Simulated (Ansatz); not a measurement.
The reference is Sn in the diamond structure (space group Fd-3m, No. 227; a = 6.5688 Å).

One thing is altered: every Sn is replaced by Si; the structure is relaxed again.

Calculations: r2SCAN in Ansatz (plane waves to 500 eV, PAW, no spin-orbit coupling), earlier PAW set.

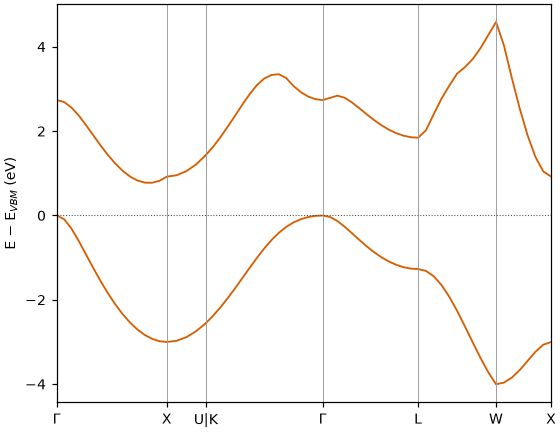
Fig. 1. Highest valence and lowest conduction band along the path of the changed cell's own zone

Question: Read the changed gap and its character from the plot.

Answer: About 0.8 eV, indirect, Γ → Γ–X (87 % along).

Whether these cells are dynamically stable was not tested.

Ansatz is a program for electronic structure.
